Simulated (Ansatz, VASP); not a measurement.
# Cross-check of BiTe between VASP and Ansatz, part 2 of 2

One calculation is typed for both programs; each brings its own data sets and cutoff. How far apart do they land?  The structure shown is the end of the VASP relaxation below.

VASP 6.6.1 and Ansatz 0.2.0.

So far: Starting point; VASP: relaxation, PBE.

## Step 3: Ansatz: single point, PBE

Level of this step: Ansatz beside VASP: Kohn-Sham DFT, plane waves, PBE (Ansatz).

Ansatz runs on its default PAW (the set named soft_2) files.

The same cell, functional, mesh and smearing now go to Ansatz, which takes its cutoff from its data sets.

File input.yaml:

```yaml
crystal:
  lattice:
    - [4.57498087, 0.0, 0.0]
    - [0.0, 6.47, 0.0]
    - [0.0, 0.0, 24.14996175]
  atoms:
    - { symbol: Bi, position: [0.5, 0.5, 0.3105595] }
    - { symbol: Bi, position: [0.0, 0.0, 0.40527975] }
    - { symbol: Bi, position: [0.5, 0.5, 0.50287664] }
    - { symbol: Bi, position: [0.0, 0.0, 0.60201383] }
    - { symbol: Bi, position: [0.5, 0.5, 0.69268896] }
    - { symbol: Te, position: [0.5, 0.0, 0.3105595] }
    - { symbol: Te, position: [0.0, 0.5, 0.40527975] }
    - { symbol: Te, position: [0.5, 0.0, 0.5003253] }
    - { symbol: Te, position: [0.0, 0.5, 0.60307485] }
    - { symbol: Te, position: [0.5, 0.0, 0.68600739] }
hamiltonian:
  xc: pbe
  pseudopotentials: { kind: paw }
kpoints:
  mp_grid: { grid: [6, 4, 1] }
scf:
  occupations: { method: gaussian, width: 0.05 }
  n_extra_bands: 6
efield:
  axis: 3
  dipole_correction: true
  ramp_width: 0.04
output:
  forces: true
  eigenvalues: true
  write_density: true
  write_potential: true
  elf: true
  volumetric_format: npy
```

The run is started by

```console
ansatz run input.yaml --threads 4 --pin off --max-ram 9216MiB --backend cpu --events-out ev --progress --plain --runs-dir out
```

Numbers of over 12 decimals in the logs are rounded to 6 here.

Output:

```text
scf.n_extra_bands = 6 over 78 filled bands (N_el = 155.0): the run solves 84 bands
Engine: ansatz 0.2.0, x86_64-unknown-linux-gnu
Pseudopotentials: kind: paw
Pseudopotential: Bi, paw, valence charge 15, recommended cutoff 420 eV (normal), Bi.paw.azcp
Pseudopotential: Te, paw, valence charge 16, recommended cutoff 420 eV (normal), Te.paw.azcp
Functional definition: PBE
  parameter kappa = 0.804
  parameter beta = 0.066725
  exchange = pbe_x(kappa = kappa, mu = beta*pi^2/3)
  correlation = pbe_c(beta = beta)
Crystal: 10 atoms, lattice volume = 714.842 Å³
Basis set: ecut = 420 eV, 14011 PW (Γ), exchange–correlation on 64×90×324 points (8 copies of the dense FFT grid, shifted against one another)
Bands: 84, of which v1, the nominal top of the filled ones, is band 78 counted from 1 (77 counted from 0)
Symmetry: 4 space group operations
Space group: Pmm2 (ITA 25), of the structure as read, at distance tolerance 8.9e-5 Å
k-points: 12 of 24
Non-local potential: Bi, projectors of the file, l = 0: 2, l = 1: 2, l = 2: 2, l = 3: 2
Non-local potential: Te, projectors of the file, l = 0: 2, l = 1: 2, l = 2: 2, l = 3: 2
PAW form: soft (Blöchl's): semilocal exchange-correlation on the pseudo side does not see the compensation charge
PAW one-centre angular grid: Bi, 590 points (default); XC on 64 Gauss nodes
PAW one-centre angular grid: Te, 590 points (default); XC on 64 Gauss nodes
Initial density: superposition of atomic densities (neutral atoms: chi_scale 0, normalization atom), corrected by the library's trained network
Initial wavefunctions: pseudopotential atomic-orbital guess
Functional: x = pbe(κ = 0.804, μ = 0.219515), c = pbe(β = 0.066725)
SCF iter   1: F=—  HF=-96882.224607 eV  |F-HF|=—  |Δ(HF+E_count)|=         —  Δρ=1.62e-3  dr2=1.11e-1  ethr=1.77e-3  p=0.038 e·Å  D=9.71e-3 V/Å  ΔV_dip=-0.23 eV  dr2_dipole=4.67e-2  V_vac-E_F(+/−)=4.09/4.33 eV  ⟨swp⟩=7.8  Hψ=4402  notcnv=0
efield: sawtooth ramp at fractional position 0.9816 (placed from the atoms, in the widest stretch of the axis that holds none; the zero of the levels goes with the place), width 0.0400; the density the first Hamiltonian is built on has a dipole p = 0.038 e·Å; the dipole correction subtracts the counter field D = 9.71e-3 V/Å, which shifts the + side's vacuum level by -0.23 eV against the − side's; the planar-averaged density in the ramp window peaks in size at 1.1e-5 e/Å³
preconditioner: auto → LDOS  [metal: Δε(μ)=0.034 eV  Ē_g=6.712 eV  σ=0.050 eV  W_gap=0.34  n_scr=122 (ndim 8)  ℏωp=10.3 eV  f_vac=0.481  D(μ)=6.24/eV (n_scr^D=22)  β→1.0]
SCF iter   2: F=—  HF=-96882.224831 eV  |F-HF|=—  |Δ(HF+E_count)|=   2.24e-4  Δρ=1.06e-3  dr2=3.04e-2  ethr=7.13e-5  p=0.021 e·Å  D=5.19e-3 V/Å  ΔV_dip=-0.13 eV  dr2_dipole=1.13e-2  V_vac-E_F(+/−)=4.14/4.26 eV  ⟨swp⟩=2.6  Hψ=2260  notcnv=0  defer=9
SCF iter   3: F=—  HF=-96882.220897 eV  |F-HF|=—  |Δ(HF+E_count)|=   3.93e-3  Δρ=3.67e-4  dr2=4.93e-3  ethr=1.96e-5  p=0.027 e·Å  D=6.91e-3 V/Å  ΔV_dip=-0.17 eV  dr2_dipole=1.60e-3  V_vac-E_F(+/−)=4.12/4.29 eV  ⟨swp⟩=2.0  Hψ=1992  notcnv=0  defer=9
SCF iter   4: F=—  HF=-96882.220532 eV  |F-HF|=—  |Δ(HF+E_count)|=   3.65e-4  Δρ=9.07e-5  dr2=3.19e-4  ethr=3.18e-6  p=0.026 e·Å  D=6.48e-3 V/Å  ΔV_dip=-0.16 eV  dr2_dipole=9.32e-5  V_vac-E_F(+/−)=4.13/4.29 eV  ⟨swp⟩=2.0  Hψ=1906  notcnv=0  defer=9
SCF iter   5: F=—  HF=-96882.220529 eV  |F-HF|=—  |Δ(HF+E_count)|=   3.39e-6  Δρ=3.17e-5  dr2=2.13e-5  ethr=2.06e-7  p=0.025 e·Å  D=6.39e-3 V/Å  ΔV_dip=-0.15 eV  dr2_dipole=2.40e-7  V_vac-E_F(+/−)=4.13/4.29 eV  ⟨swp⟩=2.0  Hψ=1112  notcnv=0  defer=9
SCF iter   6: F=—  HF=-96882.220666 eV  |F-HF|=—  |Δ(HF+E_count)|=   1.37e-4  Δρ=1.15e-5  dr2=1.98e-6  ethr=1.38e-8  p=0.025 e·Å  D=6.37e-3 V/Å  ΔV_dip=-0.15 eV  dr2_dipole=2.00e-7  V_vac-E_F(+/−)=4.13/4.29 eV  ⟨swp⟩=2.0  Hψ=1790  notcnv=0  defer=9
SCF iter   7: F=—  HF=-96882.220666 eV  |F-HF|=—  |Δ(HF+E_count)|=   2.71e-7  Δρ=4.96e-6  dr2=3.71e-7  ethr=1.28e-9  p=0.025 e·Å  D=6.38e-3 V/Å  ΔV_dip=-0.15 eV  dr2_dipole=7.14e-8  V_vac-E_F(+/−)=4.14/4.29 eV  ⟨swp⟩=2.0  Hψ=1796  notcnv=0  defer=9
SCF iter   8: F=-96882.220666 eV  HF=-96882.220666 eV  |F-HF|=1.32e-8  |Δ(HF+E_count)|=   9.46e-8  Δρ=1.97e-6  dr2=4.79e-8  ethr=6.45e-11  p=0.025 e·Å  D=6.37e-3 V/Å  ΔV_dip=-0.15 eV  dr2_dipole=4.22e-10  V_vac-E_F(+/−)=4.14/4.29 eV  ⟨swp⟩=14.8  Hψ=8912  notcnv=0
SCF 1 converged in 8 iterations: F = -96882.220666 eV  dr2 = 4.79e-8
  greatest PAW one-centre occupation: 0.998 electrons in one spin orbital (limit 2), on the Te atom at site 8 (counted from 0), in its partial waves of l = 2
WARN: The output density's exchange-correlation potential varies sharply where the density is thin. Do not read a vacuum level from v_tot or v_xc, or from such a field of the output density. On a cell that repeats whose density bears no net charge and no dipole along the vacuum's axis use v_es (v_loc + v_h of the components); under efield.dipole_correction with no amplitude use v_es + v_field, which holds any externa [...]
SCF converged after 8 iterations
Free energy (F): -96882.220666 eV
Harris-Foulkes:  -96882.220666 eV  (|F-HF|=1.32e-8)
Internal energy: -96882.211258 eV  (E = F + TS)
E sigma→0 (E₀):  -96882.215962 eV
Entropy (-TS):   -0.009408 eV (-0.941 meV/atom)
Fermi energy:    2.401813 eV
Dipole field:    D = 0.006360 V/Å  (p = 0.025126 e·Å, saw-weighted, corrected)
Work function:   Φ+ = 4.1360 eV   Φ− = 4.2896 eV
Levels:          The Fermi level and band energies are counted from a zero that moves with the ramp; work functions are not
--- Per-component energies (eV) ---
  E_band       = -2950.300002
  E_kinetic    = 2403.316369
  E_local      = -96709.144342  (includes V_loc(G=0)·N_el)
  E_nonlocal   = 1249.474364
  E_hartree    = 47335.013601
  E_xc         = -1373.541516
  E_vxc        = -1235.335845  (∫ρ·V_xc dr)
  E_paw        = -76625.695788  (= ΣΔE_a)
  E_vpaw       = -3328.654112  (= ΣTr[D̂ρ^β])
  E_aug_tail   = -0.003045  (compensation charges beyond the density's cutoff)
  E_efield     = 0.000080  (sawtooth field / dipole correction)
  E_vefield    = -0.004982  (∫n·V_field dr)
  E_ewald      = 26838.369020
  E_smearing   = -0.009408  (= −TS)
  E_closure    = 0.000000  (closes the sum)
  Σ components = -96882.220666   (vs F -96882.220666, Δ=0.00e0)
--- Forces (eV/Å), atoms counted from 1 ---
  atom   1  Bi    -0.00000000     0.00000000     0.31090726
  atom   2  Bi    -0.00000000    -0.00000000    -0.62377753
  atom   3  Bi    -0.00000000    -0.00000000    -0.00741673
  atom   4  Bi     0.00000000    -0.00000000     0.00157033
  atom   5  Bi    -0.00000000    -0.00000000    -0.00263305
  atom   6  Te    -0.00000000    -0.00000000     0.59834930
  atom   7  Te    -0.00000000    -0.00000000    -0.27797945
  atom   8  Te     0.00000000     0.00000000    -0.00926018
  atom   9  Te     0.00000000    -0.00000000    -0.00089844
  atom  10  Te     0.00000000    -0.00000000     0.01113050
  max |Σ_I F_I| component: 7.99e-6 eV/Å
--- Band table (eV; the first three rows and the last of 12) ---
  k-point 0: bands = [... 74 lower, 0.9204, 2.0497, 2.4645, 2.6697, 2.8329, 3.3944, 3.6267, 3.9046, ... 2 higher]
  k-point 1: bands = [... 74 lower, 0.8648, 2.0882, 2.1075, 2.4853, 2.8710, 2.9112, 3.1960, 3.2624, ... 2 higher]
  k-point 2: bands = [... 74 lower, 0.9915, 1.7074, 1.9823, 2.2048, 2.3873, 2.5312, 2.5502, 2.5931, ... 2 higher]
  k-point 11: bands = [... 74 lower, 1.2702, 1.4359, 1.7496, 1.9348, 1.9496, 2.0389, 2.2592, 2.4090, ... 2 higher]
```

It took 22 s on 4 threads of Intel Xeon 6975P-C (Granite Rapids), shared host; peak memory 1.8 GiB; 79 s of CPU time.

Reading the cycles: dr2 is the Hartree energy of the density residual (eV), the measure of convergence; HF is the Harris–Foulkes estimate of the energy, which meets the free energy F at convergence.

## Step 4: Differences

Known differences besides the PAW data sets themselves: the data sets hold 155 valence electrons in Ansatz (default PAW (the set named soft_2) files) and 55 in VASP; the cutoff is 420 eV in Ansatz and 300 eV in VASP (PREC = Normal); VASP leaves aspherical gradient terms in its spheres out (LASPH is not set), Ansatz keeps them. Total energies have different zeros and are not compared.

Forces (eV/Å; atoms numbered as in POSCAR):

```csv
atom,"Ansatz x, y, z","VASP x, y, z"
Bi1,"0.000, 0.000, 0.311","0.000, 0.000, 0.310"
Bi2,"0.000, 0.000, -0.624","0.000, 0.000, -0.624"
Bi3,"0.000, 0.000, -0.007","0.000, 0.000, -0.008"
Bi4,"0.000, 0.000, 0.002","0.000, 0.000, -0.014"
Bi5,"0.000, 0.000, -0.003","0.000, 0.000, 0.005"
Te6,"0.000, 0.000, 0.598","0.000, 0.000, 0.602"
Te7,"0.000, 0.000, -0.278","0.000, 0.000, -0.274"
Te8,"0.000, 0.000, -0.009","0.000, 0.000, -0.006"
Te9,"0.000, 0.000, -0.001","0.000, 0.000, -0.013"
Te10,"0.000, 0.000, 0.011","0.000, 0.000, 0.021"
```

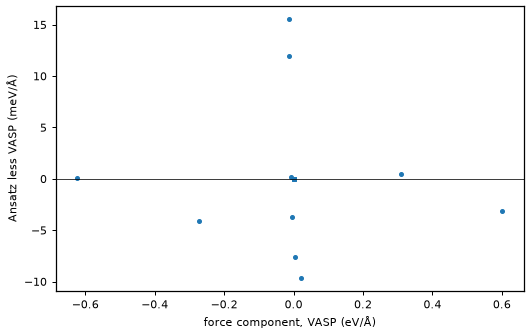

Difference of the force components against their size.

The forces differ by 4.4 meV/Å r.m.s., which is 2.5 % of the r.m.s. force of 0.18 eV/Å (both taken over all components, held atoms included).

## Step 5: Results

* r.m.s. force difference (single point, PBE): 4.4 meV/Å

**Reading.** The r.m.s. force difference is 4.4 meV/Å (single point, PBE), within the 12 meV/Å picked in this series as the mark of a large difference. Differences of this kind measure data sets and numerical settings, not the functional's error against experiment.

[Lines on the potential files, build, host, timing and source positions are cut from VASP's logs without a mark.]

[Logs are printed without paths, hosts, clocks, repeated set-up lines and the standing remarks that a program may print on its own settings, such as how far it seeks lower states.]

[Hosts, paths, dates, database ids (printed as entryN), source tags and the programs' standing remarks are cut or masked in the printed files.]
